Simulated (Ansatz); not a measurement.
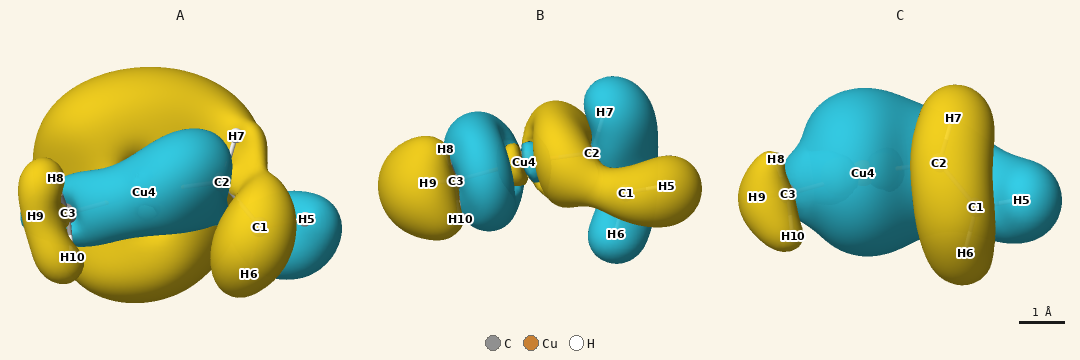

The picture shows: C₃H₆Cu (SMILES [CH2][CH+][Cu-][CH3]) (doublet). Three frontier orbitals at ±0.05 Å⁻³ᐟ² (yellow and cyan are the two phases), in no order.

Geometry: PBE0-D3(BJ)/pcseg-1.

Theory: isolated molecule in a Gaussian basis; Kohn-Sham density functional theory, functional PBE0 in Ansatz.

```xyz
10

C    -0.5581   -2.6321   -0.9429
C    -0.1659   -1.9170    0.1115
C     1.0601    1.3118   -0.4725
Cu    1.1771   -0.5576    0.0297
H    -1.2875   -3.4452   -0.8522
H    -0.1807   -2.4537   -1.9522
H    -0.6208   -2.1121    1.0903
H     0.4011    1.8313    0.2305
H     2.0836    1.7101   -0.4171
H     0.6697    1.3815   -1.4928
```

> Order the three orbitals by energy and name them. All are α orbitals.

C is the HOMO−1 (α) (−7.53 eV). Its weight (Hirshfeld) is mainly on Cu4 (about 45 %), C2 (about 25 %) and C1 (about 15 %). B is the HOMO (α) (−6.44 eV). Its weight (Hirshfeld) is mainly on Cu4 (about 25 %), C3 (about 25 %), C2 (about 25 %) and C1 (about 10 %). A is the LUMO (α) (−0.99 eV). It lies mainly on Cu4 (about 60 %), C2 (about 10 %) and C1 (about 10 %).

> What is the gap between the highest occupied and lowest empty α orbitals?

5.45 eV between the orbital energies.
